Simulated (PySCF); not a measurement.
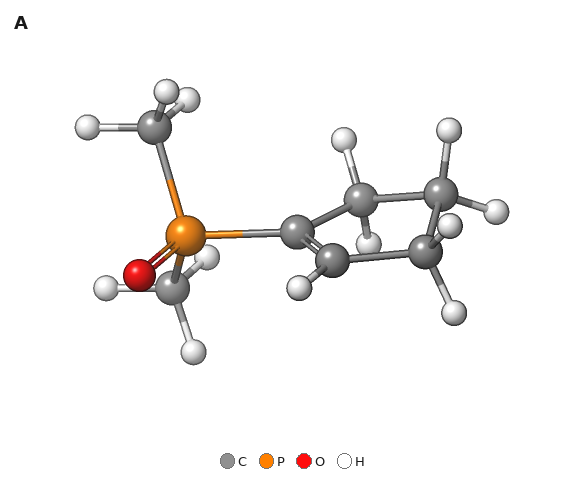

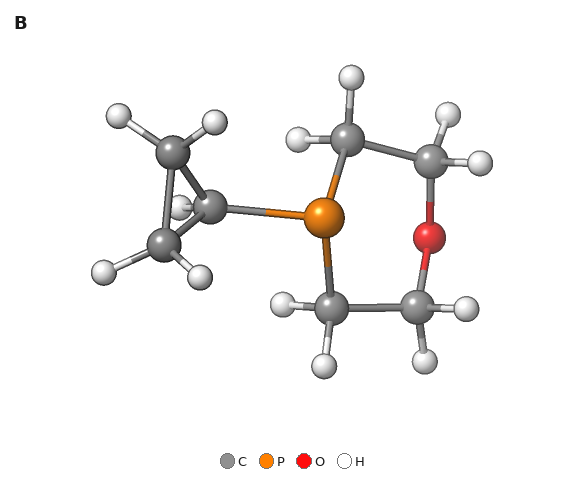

2 stationary structures of one formula. Geometries: GFN2-xTB. Electronic energies: PBE0/pcSseg-1 (PySCF 2.14.0), without zero-point energy. No frequency run is at hand to confirm each as a minimum. Each is one conformer, not always the lowest.

### Are they conformers, stereoisomers or constitutional isomers?

They are constitutional isomers of C7H13OP: A `CP(C)(=O)C1=CCCC1`, B `C1CP(C2CC2)CCO1`.

### Rank them by energy, lowest first.

A is lowest; B lies 36.3 kcal/mol above it.

The geometry is semi-empirical. Around P such bond lengths and angles can be off by a tenth of an ångström or more and by several degrees, and values that hang on the shape move with them.
